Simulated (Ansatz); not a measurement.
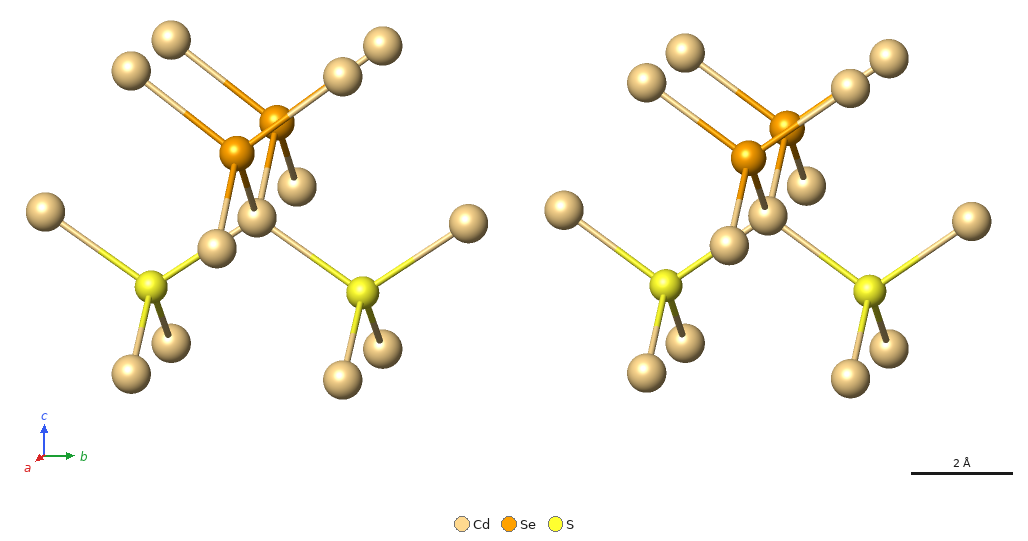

Two geometries of a crystal of Cd$_{5}$Se$_{2}$S$_{3}$ (a generated structure, set up in I-4m2) (coarse preliminary run), drawn at one scale. One is the start of a relaxation, the other its converged end. A ball-and-stick model of the atoms within 4.2 Å of the atom that moves most (axes of the conventional cell (2 times the calculation's cell)), seen slightly off an axis. Lengths and directions refer to the drawn axes.

Method: Ansatz, DFT PBE, scalar-relativistic, plane waves, PAW. Settings: plane-wave cutoff 420 eV; k-point mesh 6 × 6 × 6; occupations gaussian; smearing width 0.1 eV; no spin polarisation; cell and atoms relaxed; force threshold 0.04 eV/Å; at most 70 steps.

Question: Which of the two is the end point?

Answer: The left one is the relaxed one. The largest moves relative to the cell, 0.13 Å, are those of Cd atoms. Largest moves by element: Cd 0.13 Å, S 0.07 Å, Se 0.03 Å. The volume changes by +11.4 %, with a = b 4.120 → 4.275 Å (+3.8 %), c 29.136 → 30.141 Å (+3.5 %). Among the contacts that change: Cd–Se 2.523 → 2.670 Å, Cd–S 2.523 → 2.581 Å. Among the angles between lasting bonds that change: Cd–Se–Cd 109.5° → 106.4°, Se–Cd–Se 109.5° → 106.4°, S–Cd–S 109.5° → 111.8°. The space group stays I-4m2 (No. 119). The energy falls by 65.4 meV per atom in 2 accepted moves (3 points after the start). Largest force component: 0.78 eV/Å at the start, 0.025 eV/Å at the end. Pressure: 6.87 GPa at the start and −0.17 GPa at the end. At 1 point the geometry stayed and the basis and grid were re-selected for the new cell (energy shift of 0.5 meV per atom at most each time).
